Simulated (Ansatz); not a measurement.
Mg5ZrN2

The calculation's input:

```
crystal:
  lattice:
    - [3.2126697721, 0.0, 0.0]
    - [-1.6063348861, 2.7822536366, 0.0]
    - [0.0, 0.0, 15.3694283236]
  atoms:
    - { symbol: Mg, position: [0.3333333333, 0.6666666667, 0.1634001398] }
    - { symbol: Mg, position: [0.6666666667, 0.3333333333, 0.8365998602] }
    - { symbol: Mg, position: [0.3333333333, 0.6666666667, 0.6657533876] }
    - { symbol: Mg, position: [0.0, 0.0, 0.5] }
    - { symbol: Mg, position: [0.6666666667, 0.3333333333, 0.3342466124] }
    - { symbol: Zr, position: [0.0, 0.0, 0.0] }
    - { symbol: "N", position: [0.3333333333, 0.6666666667, 0.9149049601] }
    - { symbol: "N", position: [0.6666666667, 0.3333333333, 0.0850950399] }
basis:
  ecutwfc: 420
kpoints:
  mp_grid: { grid: [12, 12, 2] }
  band_path:
    path:
      - [[0.0, 0.0, 0.0], [0.5, 0.0, 0.0], [0.33333333, 0.33333333, 0.0], [0.0, 0.0, 0.0], [0.0, 0.0, 0.5], [0.5, 0.0, 0.5], [0.33333333, 0.33333333, 0.5], [0.0, 0.0, 0.5]]
      - [[0.5, 0.0, 0.5], [0.5, 0.0, 0.0]]
      - [[0.33333333, 0.33333333, 0.5], [0.33333333, 0.33333333, 0.0]]
    npoints: 14
hamiltonian:
  xc: pbe
scf:
  occupations: { method: gaussian, width: 0.1 }
  n_extra_bands: 20
output:
  forces: true
  stress: true
  eigenvalues: true
  populations: true
  dos: { projected: true, de: 0.02, nscf_kmesh: { grid: [15, 15, 3] } }
  bader: true
  write_density: true
  write_potential: true
  elf: true
  volumetric_format: npy
```

Run with:

```sh
ansatz run input.yaml --threads 1 --pin off --max-ram 2560MiB --backend cpu --events-out ev --progress --plain --runs-dir out
```

Below, planes, directions and counts refer to the conventional cell (a = 3.21 Å, b = 3.21 Å, c = 15.37 Å, α = 90.00°, β = 90.00°, γ = 120.00°).

Space group P-3m1; a generated structure, not necessarily the stable one.

Method: DFT PBE, scalar-relativistic, plane waves, PAW (Ansatz).

> Predict the valence pseudo-density and electron localisation function between the atoms.

Mg–N (2.21 Å): the density is about 0.31 e/Å³ at the midpoint; the ELF peaks at about 0.85 in the valence shell of N, 0.7 Å from its nucleus, and is about 0.45 at the midpoint.
Zr–N (2.27 Å): the density is about 0.5 e/Å³ at the midpoint; the ELF peaks at about 0.80 in the valence shell of N, 0.7 Å from its nucleus, and drops to about 0.20 between the two atoms (no shared electron pair shows on this line).
Bader's partition of the density gives Mg −0.01 to +1.06, Zr +2.05 and N −2.11 e.

> What Bader charges does the calculation give?

Electrons move from Zr towards N. Bader charges: Mg −0.01 to +1.06, Zr +2.05 and N −2.11 e.

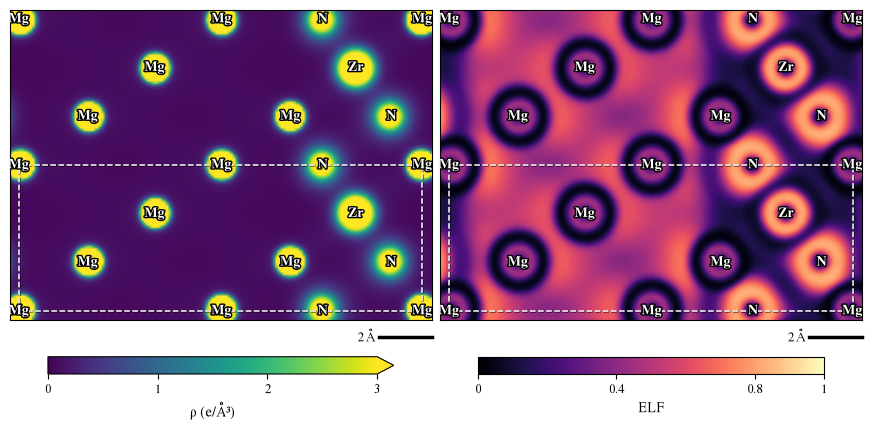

Computed valence pseudo-density and electron localisation function on the (110) plane of the conventional cell, in this order. 
